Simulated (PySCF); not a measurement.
Consider C₄H₁₀OSSi.

The calculation's input:

```
{"job": {"kind": "nmr", "xc": "PBE0", "basis": "pcSseg-1"}, "charge": 0, "multiplicity": 1}
C     -3.395738    -0.440200     0.363016
C     -2.096509    -0.681992     0.308183
Si    -0.827773     0.564015    -0.282669
S     -0.790860     2.353329     0.942852
O      0.554465    -0.255643    -0.112646
C      1.883287     0.187126    -0.215868
C      2.789559    -0.742536     0.574678
H     -3.805930     0.514063     0.075332
H     -4.108932    -1.176549     0.700157
H     -1.729610    -1.655348     0.607906
H     -1.040957     1.125973    -1.610210
H     -0.594269     1.727430     2.094358
H      2.167630     0.191392    -1.274363
H      1.961069     1.212717     0.163806
H      2.514881    -0.726119     1.626198
H      2.689182    -1.759873     0.205933
H      3.823508    -0.425756     0.472890
```

Launched as:

```sh
OMP_NUM_THREADS=1 python probes_run.py task.json out
```

Geometry: GFN2-xTB.

Computed with PBE0/pcSseg-1, SCF density, gas phase, non-relativistic (PySCF).

**Predict the electron density and electron localisation function between the atoms.**

C–C (1.32 Å): ρ is about 2.3 e/Å³ halfway; the ELF peaks at about 0.95 between the atoms (a multiple bond).
C–O (1.40 Å): ρ is about 2 e/Å³ halfway, with its minimum of 1.7 e/Å³ about 0.5 Å from C; the ELF peaks at about 0.90 between the atoms; a polar covalent bond.
Si–O (1.62 Å): ρ at the midpoint is about 1.2 e/Å³; the ELF peaks at about 0.85 between the atoms (a polar covalent bond).
C–Si (1.87 Å): the density is about 0.97 e/Å³ at the midpoint; the ELF peaks at about 0.95 between the atoms, as expected for a shared electron pair.

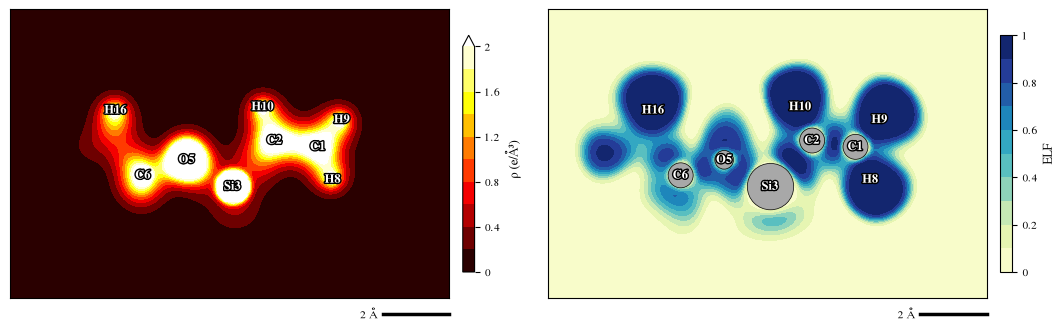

Computed electron density and electron localisation function on the plane of atoms C2, Si3 and O5, in this order. Grey discs cover the atomic cores in the ELF map. 
